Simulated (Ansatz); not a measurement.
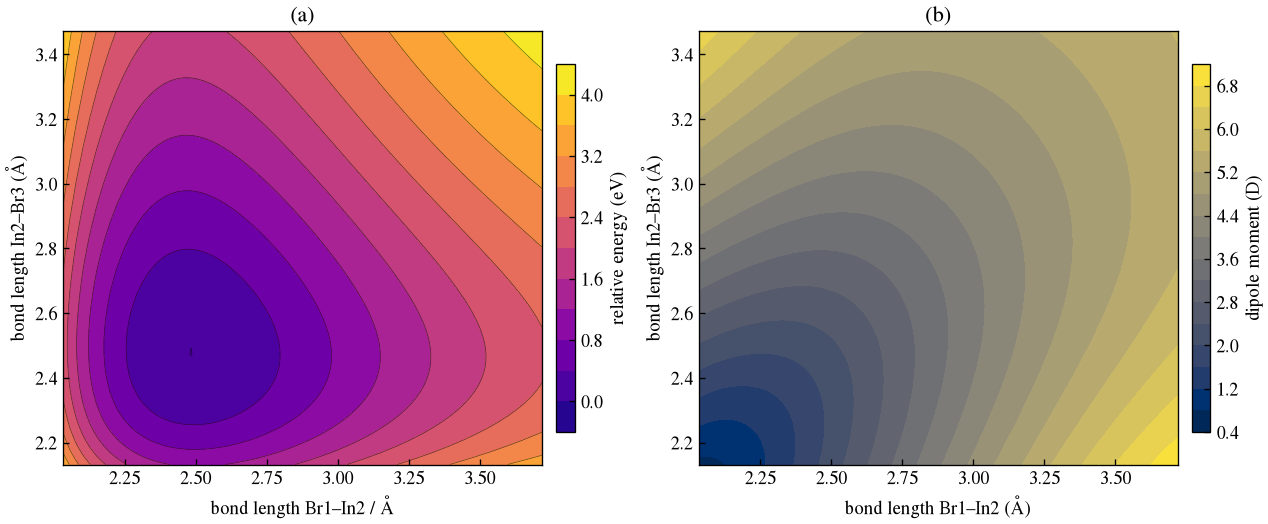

Br2HIn, SMILES [Br][InH][Br]. The first coordinate is: bond length Br1–In2; the second: bond length In2–Br3. Nothing is relaxed (all other coordinates rigid). Grid: 9 × 9 points. Energies are in eV, from the relaxed molecule at the same level. The reference is spin-restricted, which grows unreliable where a bond is stretched far. Computed with Ansatz, RKS r2SCAN-D4/def2-SVP.

Panel (a) is the energy; panel (b) is the computed dipole moment, in D.

Drawn: filled contours. Between grid points the surface is interpolated.

Q: How does the dipole moment vary over the map, and what is it at the lowest grid point?

A: Leaving out the highest fifth of the energies, it runs from 1.1 D at bond length Br1–In2 = 2.244 Å, bond length In2–Br3 = 2.132 Å to 6.5 D at bond length Br1–In2 = 3.719 Å, bond length In2–Br3 = 2.300 Å. At the lowest grid point, bond length Br1–In2 = 2.454 Å, bond length In2–Br3 = 2.467 Å, it is 2.2 D.
